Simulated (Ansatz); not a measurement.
The calculation's input:

```
crystal:
  lattice:
    - [2.5772324115, -4.6533476138, -0.0328720989]
    - [2.4801760994, 4.5998085347, 0.0655949568]
    - [0.0303047088, 0.050303355, 4.7755913819]
  atoms:
    - { symbol: Sc, position: [0.4939989559, 0.5204247329, 0.0115167898] }
    - { symbol: Al, position: [0.0251883272, 0.5293314914, 0.5065245934] }
    - { symbol: Al, position: [0.47792903, -0.0259149619, 0.5000392407] }
    - { symbol: As, position: [0.1722836369, 0.8516093778, -0.0015244325] }
    - { symbol: As, position: [0.8411488928, 0.1641700669, 0.0064304763] }
    - { symbol: As, position: [-0.0144929677, -0.0057731658, 0.5110980868] }
kpoints:
  mp_grid: { grid: [4, 4, 4] }
hamiltonian:
  xc: pbesol
scf:
  occupations: { method: fermi_dirac, width: 0.05 }
relax:
  f_tol: 0.01
  cell: {}
  max_steps: 120
output:
  write_density: true
  write_potential: true
  elf: true
  volumetric_format: npy
```

Launched as:

```sh
ansatz run input.yaml --threads 2 --pin off --max-ram 2211MiB --backend cpu --events-out ev --progress --plain --runs-dir out
```

Below, planes, directions and counts refer to the conventional cell (a = 4.92 Å, b = 4.96 Å, c = 5.19 Å, α = 93.23°, β = 93.63°, γ = 117.87°).

The fields are those of the run's last geometry, not of the input's.

Space group P1; a structure from a database of computed crystals, not necessarily the ambient phase; started from the CeAl2Cu3-65 prototype, which need not be the ambient phase; changed on purpose from its base cell (shaken).

Method: DFT, PBEsol, plane waves, PAW in Ansatz.

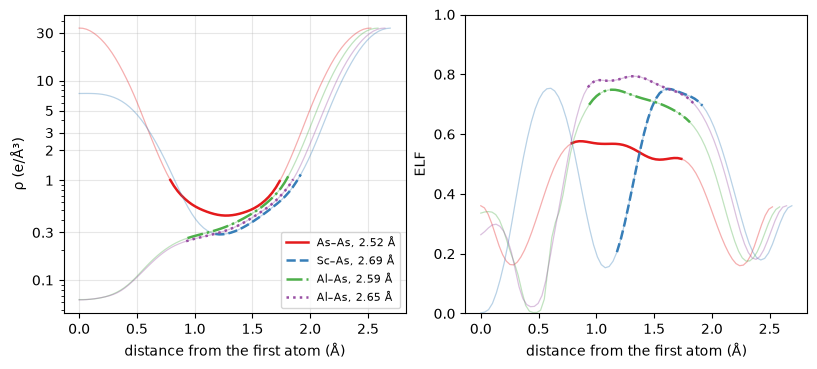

ScAl₂As₃. Valence electron density and ELF along straight lines between neighbouring atoms. Thin, pale parts lie inside the atomic spheres.

The density is the valence pseudo-density of a PAW calculation; it isn't the true density close to the nuclei.

### Compare the contacts.

As–As (2.52 Å): ρ is about 0.44 e/Å³ halfway; the ELF is about 0.55 at the midpoint.
Sc–As (2.69 Å): the density is about 0.31 e/Å³ at the midpoint; the ELF is about 0.50 at the midpoint.
Al–As (2.59 Å): ρ at the midpoint is about 0.35 e/Å³; the ELF peaks at about 0.75 between the atoms.
Al–As (2.65 Å): ρ is about 0.33 e/Å³ halfway; the ELF peaks at about 0.80 between the atoms.
